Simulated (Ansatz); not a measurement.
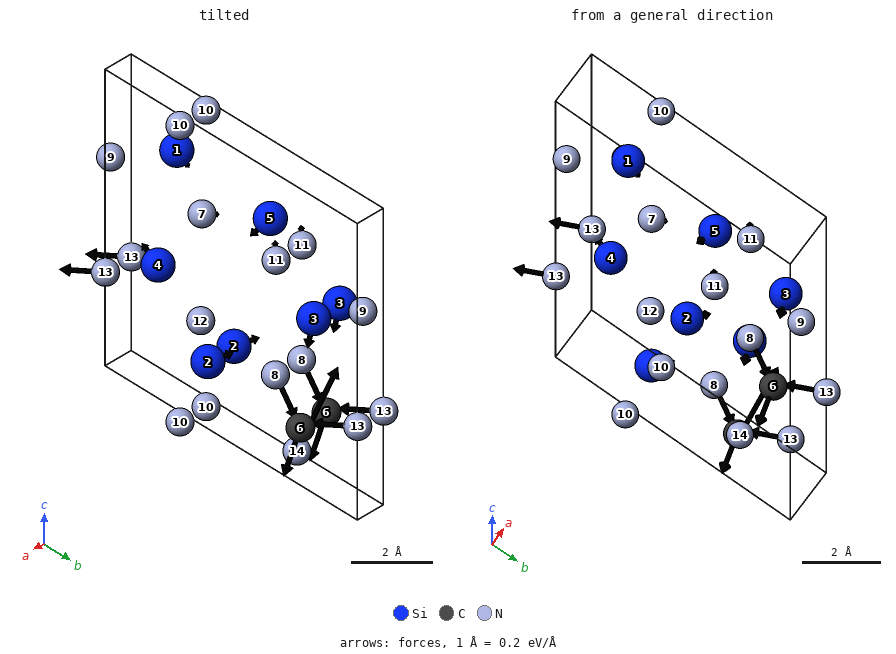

The crystal in a spheres-only representation, seen slightly off an axis and from a general direction. The cell (the run's own, in a reduced setting) is drawn as a box. The arrows are the computed forces on the atoms.

System: Si5CN8. Level of theory and settings: DFT, HSE06, plane waves, PAW (Ansatz 0.2.0), E_cut = 420 eV, k-points about 0.49 Å⁻¹ apart, no spin polarisation.

**Are the atoms in equilibrium?**

No. The atoms still feel forces of up to about 0.41 eV/Å, far above a usual threshold of 0.01 to 0.03 eV/Å.

**Where is the maximum force, and how large is it?**

N14, about 0.41 eV/Å.

The model was built from a structure type filled with these elements by a generator (whether the compound takes this form wasn't checked). Earlier steps of the study, as a rule a relaxation of our own, may have changed the cell and positions, so they can lie some per cent off the listed ones. It went into a calculation with Ansatz.
